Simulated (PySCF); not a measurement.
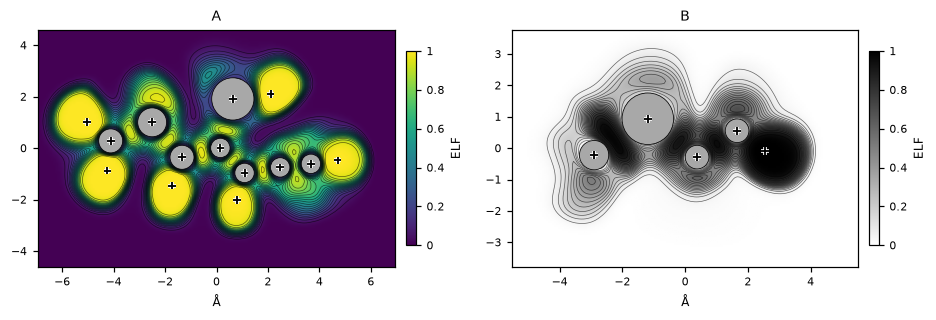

The electron localisation function of 2 systems, each on a plane through atoms (crosses mark nuclei in the plane; grey discs cover the cores).

All numbers below come from PBE0/def2-SVPD, SCF density, gas phase (PySCF 2.14.0).

System 1: C₄H₈B₂GeS (SMILES BSB/[C]([GeH3])=C/C#C), the plane of atoms B3, C4 and C6. Geometry: GFN2-xTB.

```xyz
16

B     3.7682   -0.8347    0.8222
S     2.3209   -0.6357   -0.1700
B     0.9935   -0.1986    0.9548
C    -0.3815    0.0689    0.3272
Ge   -0.5771   -0.1944   -1.6124
C    -1.4083    0.5065    1.0904
C    -2.6886    0.8312    0.6169
C    -3.7945    1.1350    0.2513
H     4.7577   -1.1283    0.2780
H     3.7182   -0.6736    1.9775
H     1.2018   -0.1162    2.1043
H     0.1899    0.8417   -2.3657
H    -2.0111   -0.0989   -2.0323
H    -0.0688   -1.5344   -2.0236
H    -1.2724    0.6458    2.1602
H    -4.7554    1.3948   -0.0816
```

System 2: C₄H₁₁BF₂Ge (SMILES C[C](C)(C)[GeH2][B](F)F), the plane of atoms C3, C2 and Ge5. Geometry: PBE0-D3(BJ)/def2-SVP.

```xyz
19

C    -0.1130    0.9601   -1.3174
C    -0.5034    0.1410   -0.0875
C    -1.7324    0.7456    0.5879
C    -0.7798   -1.3089   -0.4854
Ge    1.0115    0.1690    1.2031
B     2.6307   -0.7621    0.3070
F     3.2530   -0.2036   -0.7160
F     3.0555   -1.9605    0.6582
H     0.0936    2.0111   -1.0611
H     0.7825    0.5552   -1.8152
H    -0.9344    0.9548   -2.0561
H    -1.5580    1.7880    0.8981
H    -2.0315    0.1732    1.4802
H    -2.5901    0.7465   -0.1088
H    -1.6370   -1.3583   -1.1803
H     0.0808   -1.7684   -0.9993
H    -1.0248   -1.9372    0.3858
H     0.6083   -0.5661    2.4980
H     1.3578    1.6340    1.5445
```

### Match each panel to its system.

Panel A is system 1, C₄H₈B₂GeS: the plane holds B, S, C, Ge and H. C–C (1.20 Å): the ELF peaks at about 0.85 between the atoms; a short, multiple covalent bond. Panel B is system 2, C₄H₁₁BF₂Ge: the plane holds C, Ge, B and H. C–C (1.53 Å): the ELF peaks at about 0.95 between the atoms; localised, covalent bonding.
